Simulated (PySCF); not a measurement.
## Electronic structure of C6H21N3OSi2 ((NMe2)3Si-O-SiH3) in real space

```xyz
33

Si   -0.1047    0.0301    0.2209
N     0.1580    0.9461   -1.2201
C     1.4057    1.6275   -1.4513
C    -0.8906    1.2940   -2.1413
N    -1.6782   -0.6680    0.2475
C    -1.9477   -1.9217   -0.4034
C    -2.8346   -0.0020    0.7852
N     1.1738   -1.1209    0.3359
C     1.8564   -1.6869   -0.7969
C     1.5023   -1.7348    1.5971
O    -0.0477    0.9836    1.5919
Si    0.8321    2.2482    2.1925
H     2.1654    1.2981   -0.7256
H     1.3080    2.7282   -1.3616
H     1.8055    1.4175   -2.4626
H    -1.1364    2.3747   -2.1134
H    -1.8061    0.7346   -1.9023
H    -0.6098    1.0524   -3.1851
H    -1.0082   -2.4035   -0.7132
H    -2.5820   -1.8086   -1.3065
H    -2.4704   -2.6238    0.2748
H    -3.5619    0.2896   -0.0002
H    -3.3738   -0.6514    1.5015
H    -2.5328    0.9056    1.3256
H     2.9541   -1.5567   -0.7219
H     1.5209   -1.2015   -1.7242
H     1.6665   -2.7749   -0.8954
H     2.5828   -1.6460    1.8223
H     1.2515   -2.8143    1.6150
H     0.9520   -1.2489    2.4154
H     0.5218    3.5122    1.4558
H     2.3003    1.9821    2.0767
H     0.4834    2.4278    3.6315
```

Geometry: PBE0-D3(BJ)/def2-SVP.

Theory: PySCF 2.14.0, CAM-B3LYP/def2-SVPD, SCF density, gas phase.

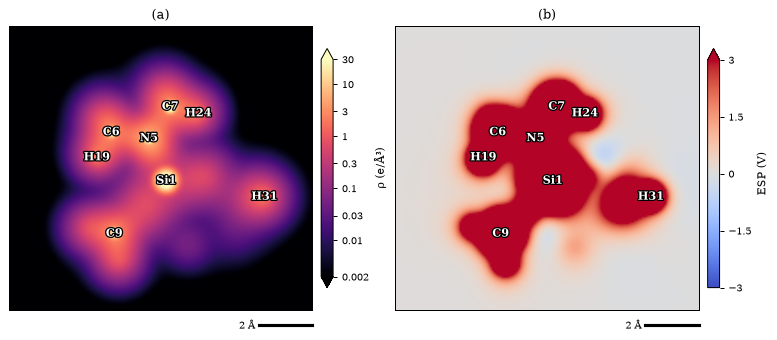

Figure 1. (a) electron density; (b) molecular electrostatic potential on the plane of atoms Si1, N5 and C7.

Question: What do the fields say about this system?

Answer: The section cuts through Si, N, C and H sites. C–N (1.44 Å): ρ at the midpoint is about 2 e/Å³. Si–N (1.72 Å): ρ is about 1.1 e/Å³ halfway. C–H (1.10 Å): ρ is about 2 e/Å³ halfway. Outside the dense part of the molecule the potential is most negative (−0.5 V) near O11, which lies off the plane.

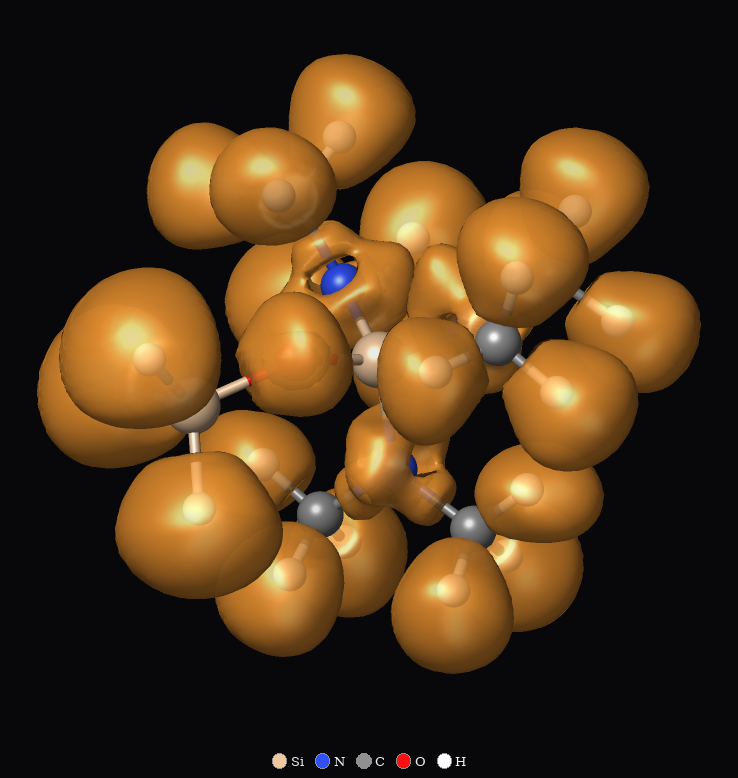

Figure 2. Isosurface of the electron localisation function at 0.75 (orange), seen at a tilt. Only the valence region is drawn (cores and ρ < 0.01 e/Å³ removed).

Question: What do the ELF domains correspond to?

Answer: The ELF exceeds this value in 21 regions around hydrogen nuclei, three regions on N in which the atom's valence shell and bonds are merged and one region on O in which the atom's valence shell and bonds are merged.


C–N (1.44 Å): the ELF peaks at about 0.95 between the atoms: a covalent bond. Si–O (1.65 Å): the ELF peaks at about 0.85 between the atoms: a polar covalent bond.

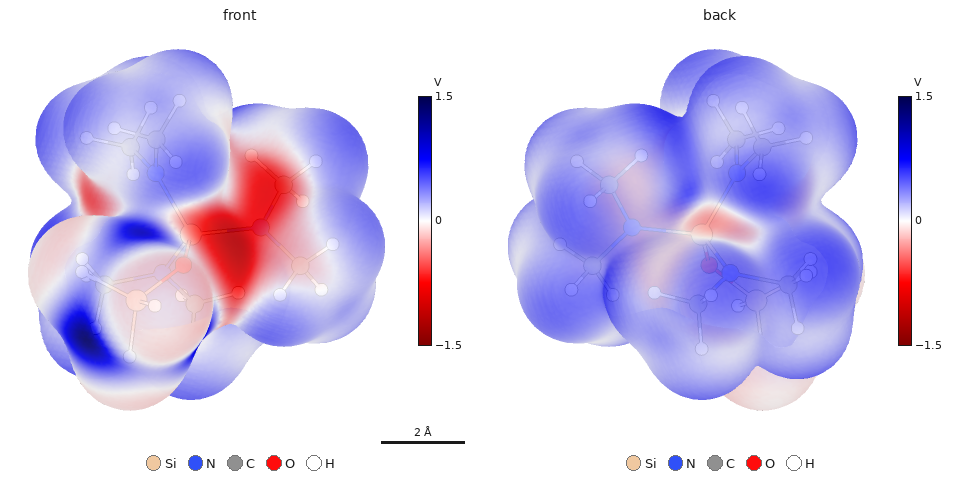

Figure 3. The electrostatic potential painted on the density surface at 0.002 e/bohr³, seen from the front and from behind; red is negative and blue positive.

Question: Describe the electrostatic potential map.

Answer: The most negative region (about −1.0 V) lies over O11, the most positive (about +1.1 V) over Si12.

Question: What dipole moment does the calculation give?

Answer: Its dipole moment is 1.03 D.
